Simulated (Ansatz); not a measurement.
Cl$_{2}$H$_{4}$OSi$_{2}$···H$_{2}$O···H$_{2}$O

Input file:

```
crystal:
  periodic: [false, false, false]
  atoms:
    - {symbol: Si, position_ang: [-1.106859, 0.033084, -1.284027]}
    - {symbol: Si, position_ang: [0.765687, -1.328055, -1.585848]}
    - {symbol: Cl, position_ang: [-2.263942, 0.049072, -2.965443]}
    - {symbol: Cl, position_ang: [-2.253852, -0.904543, 0.195723]}
    - {symbol: O, position_ang: [-0.811043, 1.556689, -0.878172]}
    - {symbol: H, position_ang: [0.673915, 1.141335, 1.729730]}
    - {symbol: O, position_ang: [0.889083, 1.875292, 1.117577]}
    - {symbol: H, position_ang: [-0.728976, -0.598722, 2.008432]}
    - {symbol: O, position_ang: [0.047195, -0.309626, 2.507861]}
    - {symbol: H, position_ang: [1.497031, -1.422806, -0.292742]}
    - {symbol: H, position_ang: [0.327997, -2.687201, -1.994889]}
    - {symbol: H, position_ang: [1.665662, -0.753394, -2.617560]}
    - {symbol: H, position_ang: [-0.167810, 1.743526, -0.145751]}
    - {symbol: H, position_ang: [0.849166, 2.685070, 1.630293]}
    - {symbol: H, position_ang: [0.616846, -1.079721, 2.574714]}
basis:
  gaussian: {orbitals: def2-TZVPP}
hamiltonian: {xc: pbe0, dispersion: d4}
output: {orbitals: {seedname: orbitals}}
```

Command:

```sh
ansatz run in.yaml --threads 4 --pin off --events-out ev --progress --plain --max-ram 66560MiB --backend cuda --devices 0, --max-vram 37GiB
```

The reactant side of a reaction path; geometry: PBE0-D4/def2-TZVP.

Method: Ansatz 0.2.0, RKS PBE0-D4/def2-TZVPP.

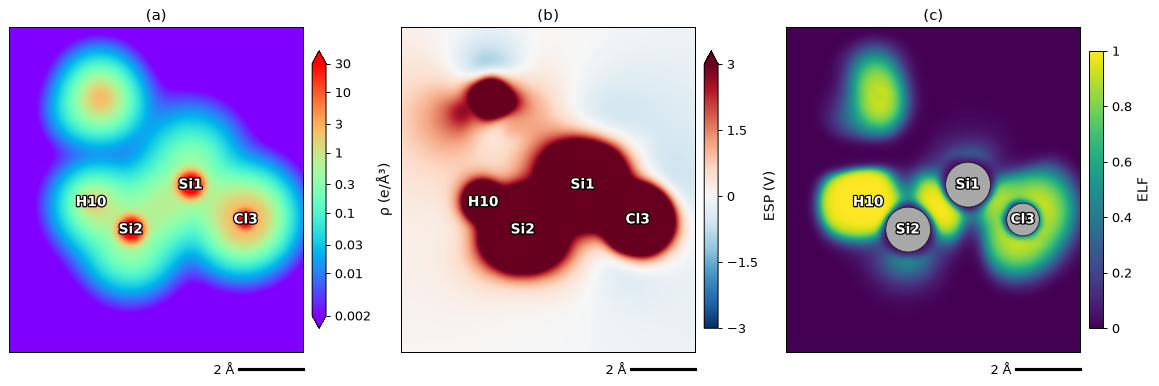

Figure 1. (a) total electron density; (b) electrostatic potential; (c) electron localisation function on the plane of atoms Si1, Si2 and H10. Grey discs cover the atomic cores in the ELF map.

### Read the bonding off the picture.

Atoms in the plane: Si, Cl and H. Si–Cl (2.04 Å): ρ is about 0.94 e/Å³ halfway; the ELF peaks at about 0.90 between the atoms: a polar covalent bond. Si–Si (2.33 Å): ρ at the midpoint is about 0.67 e/Å³; the ELF peaks at about 1 between the atoms, as expected for a shared electron pair. Si–H (1.49 Å): ρ at the midpoint is about 0.79 e/Å³; the ELF climbs to about 1 towards the hydrogen, as it does in any bond to H. The ELF also peaks beside Cl3, away from the bonds: lone-pair regions. Outside the dense part of the complex the potential is most negative (−0.9 V) near O9, which lies off the plane.

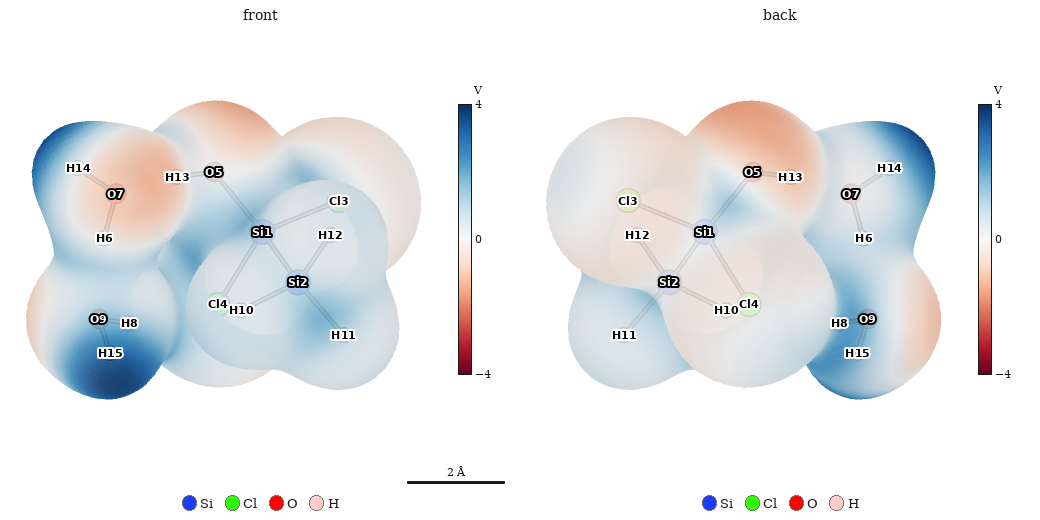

Figure 2. The electrostatic potential painted on the density surface at 0.004 e/bohr³, seen from the front and from behind; red is negative and blue positive.

### Describe the electrostatic potential map.

The most negative region (about −1.5 V) lies over O5, the most positive (about +3.7 V) over H14 and H15. Cl3 shows a σ-hole: about +0.3 V at the tip opposite its bond, against about −0.4 V on its flanks. Cl4 shows a σ-hole: about +0.6 V at the tip opposite its bond, against about +0.2 V on its flanks. O5 is the likeliest acceptor of a hydrogen bond.

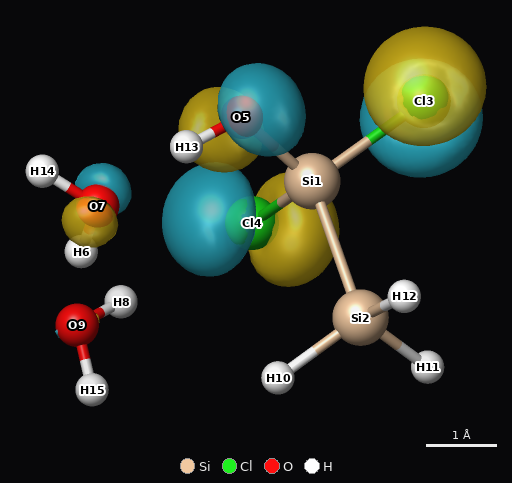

Figure 3. The HOMO−1 at ±0.15 Å⁻³ᐟ² (yellow and cyan are the two phases), seen at a tilt.

### Describe this orbital and give its energy.

Its weight (Hirshfeld) is mainly on Cl3 (about 35 %), Cl4 (about 30 %) and O5 (about 20 %); largely a combination of lone pairs on Cl3, Cl4 and O5. Its energy is −9.04 eV.
